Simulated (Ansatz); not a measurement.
## A computed series for HfSi2: pressure series

Consider HfSi$_{2}$ (space group Cmcm, No. 63; a = 3.683 Å, b = 14.598 Å, c = 3.658 Å).

Cell and atoms are relaxed at each pressure.

Method: plane-wave PAW DFT at the PBE level (Ansatz, a program for electronic structure, 420 eV), scalar-relativistic without spin-orbit coupling, earlier PAW set.

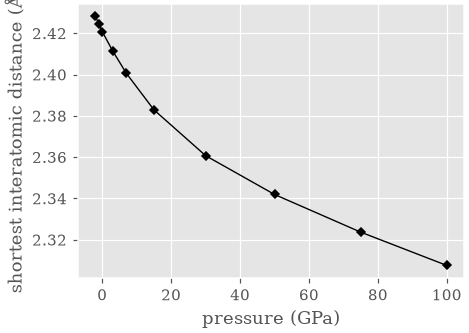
Shortest interatomic distance against pressure

**Question.** From the plot, what is the shortest interatomic distance for pressure 100 GPa?

**Answer.** About 2.31 Å.

**Question.** Is the trend monotonic over the range shown?

**Answer.** Yes, it falls throughout, spanning 230.8 pm to 242.8 pm.

Load acts through the strain it causes; cell and atoms are relaxed under it. Stability against distortions was not tested. No other phases were tried under pressure. The final runs are not spin-polarised.
